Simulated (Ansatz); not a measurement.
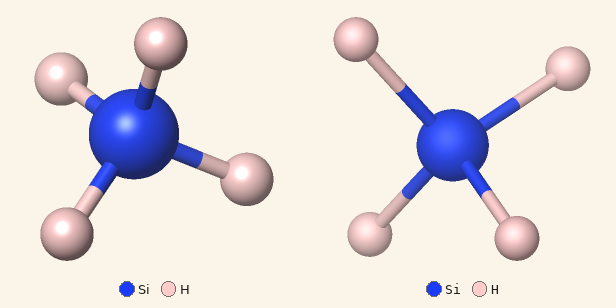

Two views of one molecule.

The geometry was computed by an optimisation with PBE0-D4/def2-TZVP.

What does the picture show?

Formula SiH4. The point group is Td. Coordination: 1 Si tetrahedral.

More results for the same structure follow; atom numbers are the same in all pictures, views and colours differ.

### Vibrations

Harmonic vibrations computed with RKS PBE0-D4/def2-TZVP (Ansatz 0.2.0) at a stationary point of the same level.

**How many vibrational modes are there, and where do they lie?**

9 modes: 907, 907, 907, 969, 969, 2236, 2245, 2245, 2245 cm⁻¹.

### Electronic properties

Method: RHF-CCSD(T), frozen core/def2-QZVPP (Ansatz 0.2.0).

**Estimate the T1 diagnostic.**

0.011.

### Charges

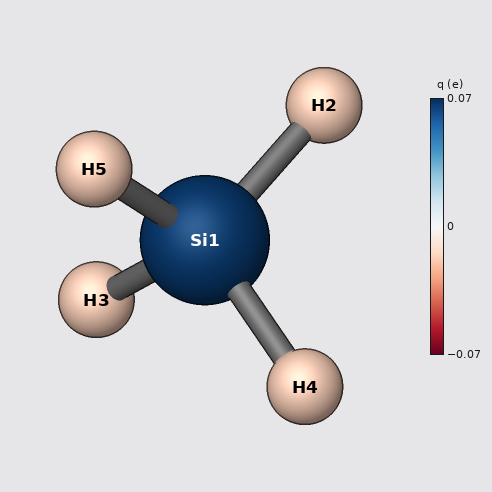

Atoms are coloured by their Mulliken charges. Level of theory: RKS PBE0-D4/def2-TZVP (Ansatz 0.2.0).

Give the Mulliken charges atom by atom.

```csv
atom,value (e)
Si1,0.07
H2,−0.02
H3,−0.02
H4,−0.02
H5,−0.02
```

Mulliken values depend strongly on the basis set and can even reverse the polarity of a bond.
